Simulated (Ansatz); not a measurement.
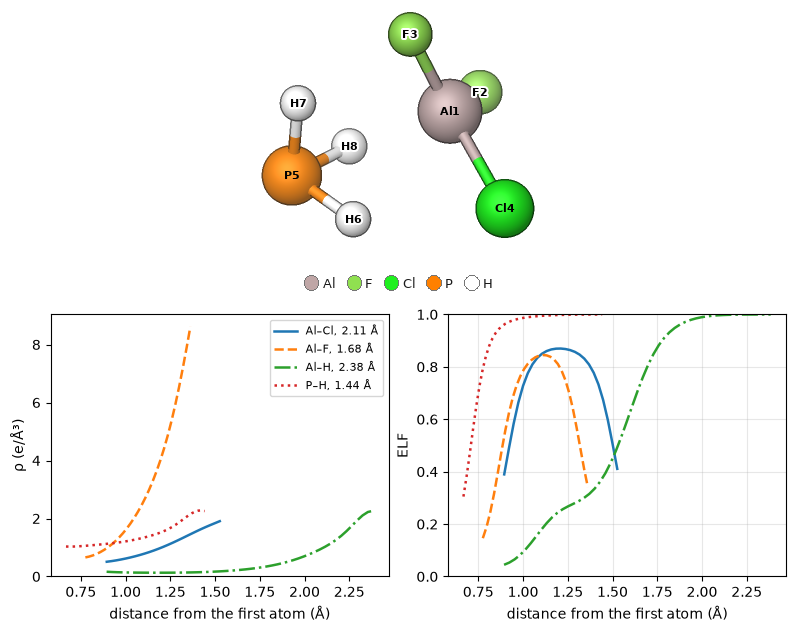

Figure. AlClF$_{2}$···PH$_{3}$. Total electron density and ELF along straight lines between neighbouring atoms. The curves leave out the atomic cores. The structure is drawn too.

Computed with RKS PBE-D4/def2-SVP (Ansatz).

```xyz
8

Al   -0.0397   -0.2157    0.1135
F    -0.2103    0.4881    1.6253
F     1.5090   -0.4006   -0.5015
Cl   -1.6494   -0.0862   -1.2374
P    -0.1886   -2.9443    1.1326
H    -1.0833   -2.3585    0.1564
H     0.9999   -2.4622    0.4734
H    -0.2702   -1.8147    2.0252
```

Compare the contacts.

Al–Cl (2.11 Å): ρ is about 0.7 e/Å³ halfway; the ELF peaks at about 0.85 in the valence shell of Cl, 0.9 Å from its nucleus, and is about 0.80 at the midpoint.
Al–F (1.68 Å): ρ is about 0.78 e/Å³ halfway; the ELF peaks at about 0.85 in the valence shell of F, 0.6 Å from its nucleus, and is about 0.30 at the midpoint.
Al1···H6 (2.38 Å): the density falls to about 0.13 e/Å³ on the way; the ELF climbs to about 1 towards the hydrogen.
P–H (1.44 Å): ρ is about 1 e/Å³ halfway; the ELF climbs to about 1 towards the hydrogen.
